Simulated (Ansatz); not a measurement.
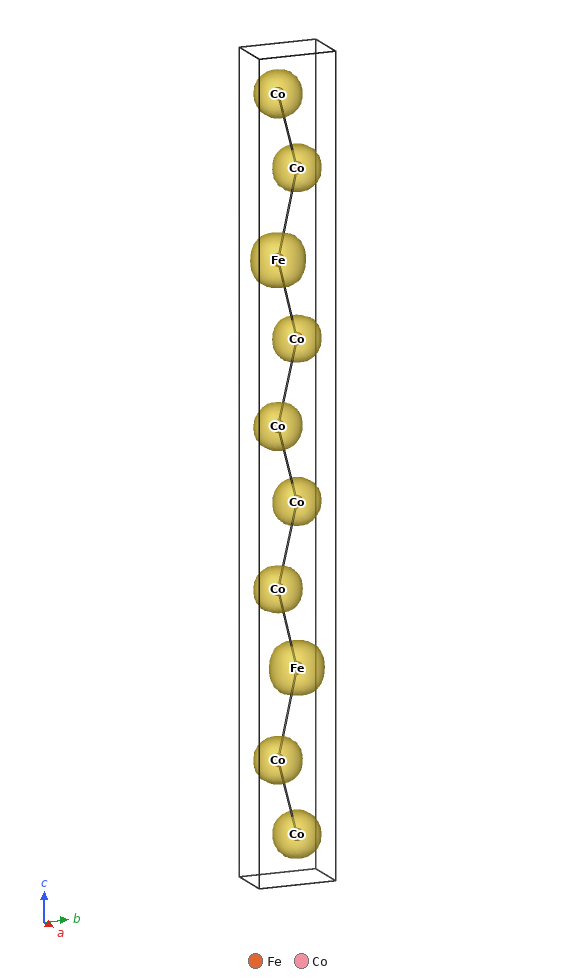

FeCo₄. Isosurfaces of the magnetisation density (up minus down) at +0.4 (yellow) and −0.4 e/Å³ (cyan), seen slightly off an axis. Sticks mark near contacts.

Space group P6₃/mmc; a structure generated by program, which may or may not match a known phase; spin-polarised.

Theory: DFT PBE, scalar-relativistic, plane waves, PAW (Ansatz 0.2.0).

Question: Which atoms carry the moments, and with what signs?

Answer: The spin density sits on Fe: +2.5 μB (×2); Co: +1.7 μB (×8) in one cell of 10 atoms: parallel moments (a ferromagnetic arrangement) in this solution. The cell of the calculation (10 atoms) carries 17.8 μB of net spin moment. Only one sign reaches the isovalue.
